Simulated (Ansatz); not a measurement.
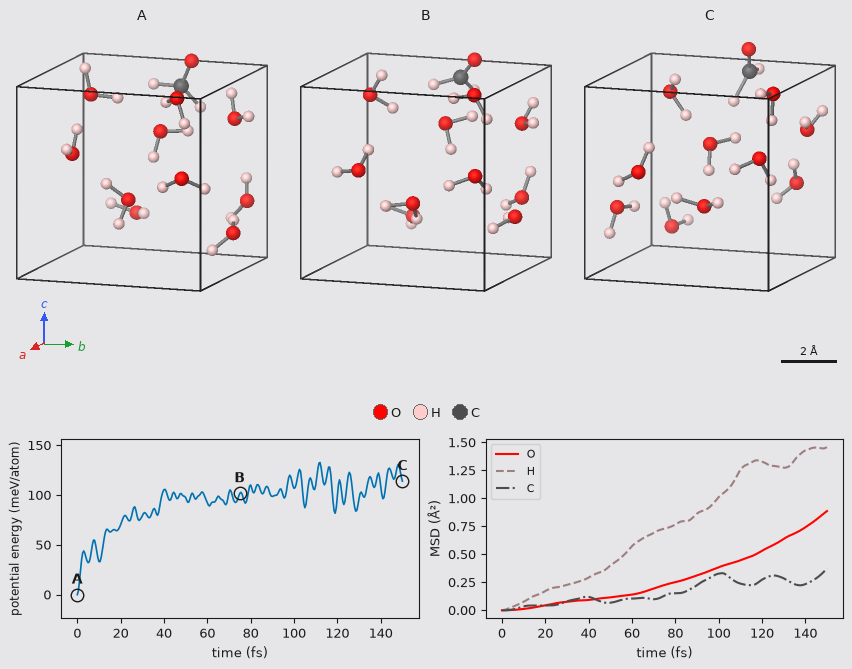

Molecular dynamics of a periodic cell with 10 H2O + 1 H2CO at 0.967 g/cm³, 150 fs long. Frames (A at 0 fs, B at 75 fs, C at 150 fs) and the history of the run. Style: ball-and-stick. Shown: the simulation cell, slightly off an axis. Atoms that leave the cell re-enter on the other side.

The calculation used DFT PBE-D3(BJ), scalar-relativistic, plane waves, PAW (Ansatz). Set-up: plane-wave cutoff 420 eV; k-point mesh 1 × 1 × 1; Fermi-Dirac smearing 0.05 eV; low-accuracy preset; Langevin thermostat (NVT); set temperature 1000 K; time step 0.5 fs; friction 0.02 per fs.

Input file:
```yaml
accuracy: low
crystal:
  lattice:
    - [7.120367, 0.0, 0.0]
    - [0.0, 7.120367, 0.0]
    - [0.0, 0.0, 7.120367]
  atoms:
    - { symbol: O, position: [0.74701565, 0.51270825, 0.39691514] }
    - { symbol: H, position: [0.81947093, 0.48772786, 0.28271698] }
    - { symbol: H, position: [0.78978427, 0.4091733, 0.48174262] }
    - { symbol: O, position: [0.4811477, 0.59149291, 0.71147374] }
    - { symbol: H, position: [0.44324505, 0.72692695, 0.71687366] }
    - { symbol: H, position: [0.534479, 0.57274416, 0.58637596] }
    - { symbol: O, position: [0.06324434, 0.30984224, 0.19833803] }
    - { symbol: H, position: [0.17269603, 0.38922834, 0.21892277] }
    - { symbol: H, position: [0.09980369, 0.18407508, 0.24563074] }
    - { symbol: O, position: [0.34931519, 0.94767193, 0.77757404] }
    - { symbol: H, position: [0.43264998, 1.05354815, 0.8101497] }
    - { symbol: H, position: [0.29373559, 0.91014027, 0.89713694] }
    - { symbol: O, position: [0.76214339, 0.78335997, 0.94492888] }
    - { symbol: H, position: [0.80111894, 0.83806191, 0.82344282] }
    - { symbol: H, position: [0.670478, 0.69005655, 0.9033303] }
    - { symbol: O, position: [0.57692681, 0.24719113, 0.89893014] }
    - { symbol: H, position: [0.52513136, 0.37398281, 0.8803597] }
    - { symbol: H, position: [0.58214373, 0.2181258, 1.03466482] }
    - { symbol: O, position: [0.86622184, 0.84632115, 0.54846251] }
    - { symbol: H, position: [0.78938258, 0.94411654, 0.48830913] }
    - { symbol: H, position: [0.82194812, 0.72746835, 0.48883681] }
    - { symbol: O, position: [0.85621268, 0.24713491, 0.63886801] }
    - { symbol: H, position: [0.98426212, 0.26334824, 0.68444069] }
    - { symbol: H, position: [0.77574195, 0.24407171, 0.75217669] }
    - { symbol: O, position: [0.17644732, 0.95218229, 0.31992847] }
    - { symbol: H, position: [0.15431949, 0.85905296, 0.2217604] }
    - { symbol: H, position: [0.08749491, 0.91617755, 0.42087948] }
    - { symbol: O, position: [0.59903324, 1.03013313, 0.23086492] }
    - { symbol: H, position: [0.47541515, 0.98686815, 0.27331719] }
    - { symbol: H, position: [0.64536702, 0.93321408, 0.14307594] }
    - { symbol: O, position: [0.20480696, 0.6603194, 1.03459008] }
    - { symbol: C, position: [0.15188098, 0.58442676, 0.8898566] }
    - { symbol: H, position: [0.08666594, 0.66563109, 0.77472912] }
    - { symbol: H, position: [0.13228514, 0.42785887, 0.88849137] }
basis:
  ecutwfc: 420.0
kpoints:
  mp_grid: { grid: [1, 1, 1] }
hamiltonian:
  xc: pbe
  dispersion: d3bj
scf:
  occupations: { method: fermi_dirac, width: 0.05 }
  lower_state_search: "off"
md:
  timestep: 0.5
  n_steps: 300
  ensemble: nvt_langevin
  temperature: 1000.0
  initial_velocities: maxwell_boltzmann
  seed: 880278
  friction: 0.02
```

Run as
```bash
ansatz run input.yaml --threads 1 --pin off --max-ram 3072MiB --backend cpu --events-out ev --progress --plain --runs-dir out
```

Q: Describe the run.

A: Root-mean-square distances from the starting positions over the second half, with the common drift of all atoms taken out: H 1.07 Å, O 0.71 Å, C 0.50 Å. The heavy atoms stay within a fraction of a molecule's size of their starting places; so short a run doesn't tell a liquid from a solid. The mean temperature in the second half is 1054 K (standard deviation 100 K). The potential energy in the second half lies on average 108 meV per atom above the first frame.

Limits of the set-up: the program's low-accuracy preset was used; the periodic images lie only 7.1 Å apart, so the values are limited by the cell's size.

Cost: 5 min on 1 thread of Intel(R) Xeon(R) 6975P-C (Granite Rapids) (shared host), peak memory 0.48 GiB.
